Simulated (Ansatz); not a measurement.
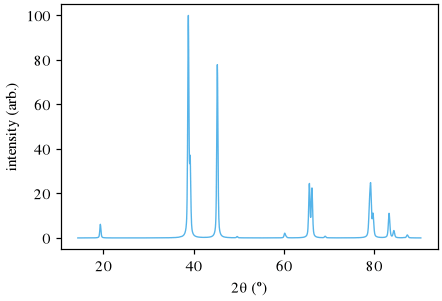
Figure. Simulated powder pattern, Co Kα, λ = 1.79026 Å

The pattern belongs to a structure relaxed with the program Ansatz at the PBEsol level (PAW).

Which of these materials gives this?
(A) Zr, hcp (Mg type)
(B) ZrN, rock salt
(C) Co2C, P-3m1 (C on 1a, Co on 2d)
(D) Zr2C, R-3m (Zr on 6c, C on 3a)

D, Zr2C, R-3m (Zr on 6c, C on 3a)

The start of the workflow was typed in or built on a structure type; neither database checked (COD, Materials Project) lists it. Its standing as an ambient phase is unchecked. Symmetry was held in the PBEsol relaxation; whether a distortion lowers the energy is not shown. No spin polarisation was allowed. The volume moved by -19 % from the start of the relaxation.

Potentials: the earlier of the program's two PAW sets. The files were generated under PBE; for other functionals the program regenerates the frozen cores, and for LDA and PBEsol the local potential too.
